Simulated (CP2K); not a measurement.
# CH5BO2 (SMILES COBO): revPBE-D3(BJ)/TZV2P-MOLOPT-PBE-GTH (core potential)

Aim: the energy change on altering one bond length of CH5BO2 at revPBE-D3(BJ)/TZV2P-MOLOPT-PBE-GTH (core potential), from 2 runs. 

Program for the calculation: CP2K 2026.2.

### 1 The system as given

The species is CH5BO2 (9 atoms), meant as a singlet with charge 0. SMILES: `COBO`. The shape is that of a PBE0-D4/def2-TZVP optimisation. This is one conformer, not always the lowest.

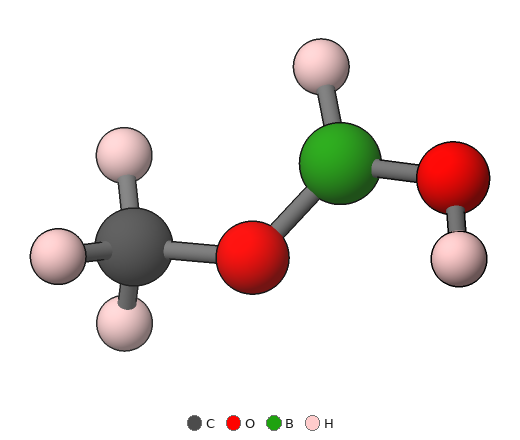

Viewed from a chosen angle; carbon dark grey, oxygen red, boron green, hydrogen pink.

### 2 A single-point energy at revPBE-D3(BJ)/TZV2P-MOLOPT-PBE-GTH (core potential)

The input, mol.inp:

```
&GLOBAL
   PROJECT_NAME mol
   RUN_TYPE ENERGY
   PRINT_LEVEL MEDIUM
&END GLOBAL

&FORCE_EVAL
   METHOD QUICKSTEP
   &DFT
      BASIS_SET_FILE_NAME BASIS_MOLOPT_UZH
      POTENTIAL_FILE_NAME POTENTIAL_UZH
      &QS
         METHOD GPW
         EPS_DEFAULT 1.0E-10
      &END QS
      &MGRID
         CUTOFF 400
         REL_CUTOFF 50
         NGRIDS 4
      &END MGRID
      &POISSON
         PERIODIC NONE
         POISSON_SOLVER MULTIPOLE
      &END POISSON
      &SCF
         SCF_GUESS ATOMIC
         EPS_SCF 1.0E-06
         MAX_SCF 30
         &OT
            MINIMIZER DIIS
            PRECONDITIONER FULL_SINGLE_INVERSE
         &END OT
         &OUTER_SCF
            EPS_SCF 1.0E-06
            MAX_SCF 8
         &END OUTER_SCF
      &END SCF
      &XC
         &XC_FUNCTIONAL
            &PBE
               PARAMETRIZATION REVPBE
            &END PBE
         &END XC_FUNCTIONAL
         &VDW_POTENTIAL
            POTENTIAL_TYPE PAIR_POTENTIAL
            &PAIR_POTENTIAL
               TYPE DFTD3(BJ)
               PARAMETER_FILE_NAME dftd3.dat
               REFERENCE_FUNCTIONAL revPBE
               R_CUTOFF 15
            &END PAIR_POTENTIAL
         &END VDW_POTENTIAL
      &END XC
      &PRINT
         &MOMENTS
            PERIODIC F
            REFERENCE COM
            MAX_MOMENT 1
         &END MOMENTS
         &MO_CUBES
            NLUMO 1
            NHOMO -1
            WRITE_CUBE F
         &END MO_CUBES
         &HIRSHFELD OFF
         &END HIRSHFELD
      &END PRINT
   &END DFT
   &SUBSYS
      &CELL
         ABC 8.9 10.2 11.1
         PERIODIC NONE
      &END CELL
      &COORD
         C      0.281800     0.801900    -1.057400
         O     -0.113500     0.454800     0.251000
         B     -0.134900    -0.834100     0.671600
         O     -0.524600    -1.118500     1.938500
         H      0.568100    -0.079800    -1.637600
         H      1.131400     1.486400    -1.006200
         H     -0.544800     1.307500    -1.561700
         H      0.183900    -1.738400    -0.047600
         H     -0.758900    -0.326300     2.432200
      &END COORD
      &TOPOLOGY
         &CENTER_COORDINATES
         &END CENTER_COORDINATES
      &END TOPOLOGY
      &KIND C
         BASIS_SET TZV2P-MOLOPT-PBE-GTH-q4
         POTENTIAL GTH-PBE-q4
      &END KIND
      &KIND O
         BASIS_SET TZV2P-MOLOPT-PBE-GTH-q6
         POTENTIAL GTH-PBE-q6
      &END KIND
      &KIND B
         BASIS_SET TZV2P-MOLOPT-PBE-GTH-q3
         POTENTIAL GTH-PBE-q3
      &END KIND
      &KIND H
         BASIS_SET TZV2P-MOLOPT-PBE-GTH-q1
         POTENTIAL GTH-PBE-q1
      &END KIND
   &END SUBSYS
&END FORCE_EVAL
```

On the command line:

```bash
$ OMP_NUM_THREADS=1 cp2k.psmp -i mol.inp -o mol.out
```

The program printed (excerpt; [...] marks lines left out):

```text
CP2K| version string:                                       CP2K version 2026.2
[...]
 GLOBAL| Method name                                                        CP2K
[...]
 GLOBAL| Run type                                                         ENERGY
[...]
 DFT| Spin restricted Kohn-Sham (RKS) calculation                            RKS
 DFT| Multiplicity                                                             1
[...]
 DFT| Charge                                                                   0
[...]
 FUNCTIONAL| PBE:
[...]
 QS| Method:                                                                 GPW
[...]
 QS| Density cutoff [a.u.]:                                                200.0
[...]
 QS| Relative density cutoff [a.u.]:                                        25.0
[...]
                             - Atoms:                                          9
[...]
                             - Spherical basis functions:                    186
[...]
 Number of electrons:                                                         24
[...]
     1 OT DIIS     0.80E-01    2.2     0.10798538       -40.9787690100 -4.10E+01
[...]
     4 OT DIIS     0.80E-01    3.2     0.00000073       -43.6821699695 -5.76E-10
  *** SCF run converged in     4 steps ***
[...]
  Overlap energy of the core charge distribution:               0.00000421717914
  Self energy of the core charge distribution:               -109.50096996876529
  Core Hamiltonian energy:                                     32.73503721980225
  Hartree energy:                                              44.85023109740180
  Exchange-correlation energy:                                -11.75499029774101
  Dispersion energy:                                           -0.01148223738486
  Total energy:                                               -43.68216996950797
[...]
                     Mulliken Population Analysis
 #  Atom  Element  Kind  Atomic population                           Net charge
       1     C        1          3.653182                              0.346818
       2     O        2          6.534338                             -0.534338
       3     B        3          2.414871                              0.585129
       4     O        2          6.306293                             -0.306293
       5     H        4          1.067353                             -0.067353
       6     H        4          1.000246                             -0.000246
       7     H        4          1.000219                             -0.000219
       8     H        4          1.064246                             -0.064246
       9     H        4          0.959253                              0.040747
 # Total charge                             24.000000                  0.000000
[...]
  Dipole moment [Debye]
    X=  0.1656901E+00 Y=  0.1515035E+01 Z= -0.9306041E+00  Total=      1.7857236
[...]
 HOMO - LUMO gap [eV] :    7.035406
 ENERGY| Total FORCE_EVAL ( QS ) energy [hartree]            -43.682169969507967
[...]
```

It took 1.8 min on 1 thread of Intel Xeon Platinum 8259CL at 2.50GHz (Skylake/Cascade Lake), shared host; peak memory 0.82 GiB.

### 3 The distorted shape, same level

The input, calc.inp:

```
&GLOBAL
 PROJECT calc
 RUN_TYPE ENERGY
 PRINT_LEVEL MEDIUM
&END GLOBAL

&FORCE_EVAL
 METHOD QS
 &DFT
  BASIS_SET_FILE_NAME BASIS_MOLOPT_UZH
  POTENTIAL_FILE_NAME POTENTIAL_UZH
  CHARGE 0
  MULTIPLICITY 1
  # Quickstep
  &QS
   METHOD GPW
   EPS_DEFAULT 1.0E-10
  &END QS
  &MGRID
   CUTOFF 400
   REL_CUTOFF 50
   NGRIDS 4
  &END MGRID
  &POISSON
   PERIODIC NONE
   POISSON_SOLVER MULTIPOLE
  &END POISSON
  &SCF
   SCF_GUESS ATOMIC
   EPS_SCF 1.0E-06
   MAX_SCF 150
   ADDED_MOS 10
   &DIAGONALIZATION
    ALGORITHM STANDARD
   &END DIAGONALIZATION
   &MIXING
    METHOD BROYDEN_MIXING
    ALPHA 0.3
    NBUFFER 8
   &END MIXING
  &END SCF
  # functional
  &XC
   &XC_FUNCTIONAL
    &PBE
     PARAMETRIZATION REVPBE
    &END PBE
   &END XC_FUNCTIONAL
   &VDW_POTENTIAL
    POTENTIAL_TYPE PAIR_POTENTIAL
    &PAIR_POTENTIAL
     TYPE DFTD3(BJ)
     PARAMETER_FILE_NAME dftd3.dat
     REFERENCE_FUNCTIONAL revPBE
     R_CUTOFF 15
    &END PAIR_POTENTIAL
   &END VDW_POTENTIAL
  &END XC
  # extra output
  &PRINT
   &MOMENTS
    PERIODIC F
    REFERENCE COM
    MAX_MOMENT 1
   &END MOMENTS
   &MO ON
    ENERGIES T
    OCCUPATION_NUMBERS T
    NDIGITS 6
    &EACH
     QS_SCF 0
    &END EACH
    ADD_LAST NUMERIC
   &END MO
   &HIRSHFELD OFF
   &END HIRSHFELD
  &END PRINT
 &END DFT
 # atoms, cell and kinds
 &SUBSYS
  # vacuum box
  &CELL
   ABC [angstrom] 8.9 10.2 11.1
   PERIODIC NONE
  &END CELL
  &COORD
   UNIT bohr
   C      0.7668376     1.3720508    -1.8552443
   O      0.0198289     0.7161268     0.6172734
   B     -0.0206112    -1.7195412     1.4120922
   O     -0.7570375    -2.2569793     3.8061862
   H      1.3078662    -0.2941208    -2.9516634
   H      2.3723489     2.6655683    -1.7584903
   H     -1.0295228     2.4708169    -2.9511853
   H      0.5818334    -3.4284205     0.0530011
   H     -1.1998003    -0.7599382     4.7391440
  &END COORD
  &TOPOLOGY
   &CENTER_COORDINATES
   &END CENTER_COORDINATES
  &END TOPOLOGY
  &KIND C
   BASIS_SET TZV2P-MOLOPT-PBE-GTH-q4
   POTENTIAL GTH-PBE-q4
  &END KIND
  &KIND O
   BASIS_SET TZV2P-MOLOPT-PBE-GTH-q6
   POTENTIAL GTH-PBE-q6
  &END KIND
  &KIND B
   BASIS_SET TZV2P-MOLOPT-PBE-GTH-q3
   POTENTIAL GTH-PBE-q3
  &END KIND
  &KIND H
   BASIS_SET TZV2P-MOLOPT-PBE-GTH-q1
   POTENTIAL GTH-PBE-q1
  &END KIND
 &END SUBSYS
&END FORCE_EVAL
```

On the command line:

```bash
$ OMP_NUM_THREADS=1 cp2k.psmp calc.inp > calc.out
```

The program printed (excerpt; [...] marks lines left out):

```text
CP2K| version string:                                       CP2K version 2026.2
[...]
 GLOBAL| Method name                                                        CP2K
[...]
 GLOBAL| Run type                                                         ENERGY
[...]
 DFT| Spin restricted Kohn-Sham (RKS) calculation                            RKS
 DFT| Multiplicity                                                             1
[...]
 DFT| Charge                                                                   0
[...]
 FUNCTIONAL| PBE:
[...]
 QS| Method:                                                                 GPW
[...]
 QS| Density cutoff [a.u.]:                                                200.0
[...]
 QS| Relative density cutoff [a.u.]:                                        25.0
[...]
                             - Atoms:                                          9
[...]
                             - Spherical basis functions:                    186
[...]
 Number of electrons:                                                         24
[...]
     1 NoMix/Diag. 0.30E+00    3.8     1.23549628       -43.2299146614 -4.32E+01
[...]
    25 Broy./Diag. 0.30E+00    3.6     0.00000047       -43.6714885726  7.70E-07
  *** SCF run converged in    25 steps ***
[...]
  Overlap energy of the core charge distribution:               0.00000391800926
  Self energy of the core charge distribution:               -109.50096996876529
  Core Hamiltonian energy:                                     32.58849985919218
  Hartree energy:                                              44.95679585840954
  Exchange-correlation energy:                                -11.70438954348861
  Dispersion energy:                                           -0.01142869597450
  Total energy:                                               -43.67148857261741
[...]
  Dipole moment [Debye]
    X=  0.2439605E+00 Y=  0.1415209E+01 Z= -0.8015655E+00  Total=      1.6446401
 ENERGY| Total FORCE_EVAL ( QS ) energy [hartree]            -43.671488572617413
[...]
```

Run time: 90 s. Hardware: 1 thread of Intel Xeon Platinum 8259CL at 2.50GHz (Skylake/Cascade Lake), shared host; peak memory 1.4 GiB.

### 4 What came out

At revPBE-D3(BJ)/TZV2P-MOLOPT-PBE-GTH (core potential):

| quantity | value |
| --- | --- |
| first shape: total energy | -43.68217 Eh |
| first shape: dipole moment | 1.79 D |
| first shape: HOMO energy | -7.02 eV |
| first shape: LUMO energy | 0.01 eV |
| first shape: HOMO–LUMO gap | 7.04 eV |
| first shape: dispersion energy | -30.15 kJ/mol |
| distorted shape: total energy | -43.67149 Eh |
| distorted shape: dipole moment | 1.64 D |
| distorted shape: HOMO energy | -7.00 eV |
| distorted shape: LUMO energy | -0.03 eV |
| distorted shape: HOMO–LUMO gap | 6.97 eV |
| distorted shape: dispersion energy | -30.01 kJ/mol |
| energy change with the C1–H7 bond stretched from 1.092 to 1.256 Å | 0.291 eV |

In words: With the C1–H7 bond stretched from 1.092 to 1.256 Å the energy rises by 0.29 eV (28.0 kJ/mol). The first shape isn't relaxed at this level, so the change isn't measured from a minimum.
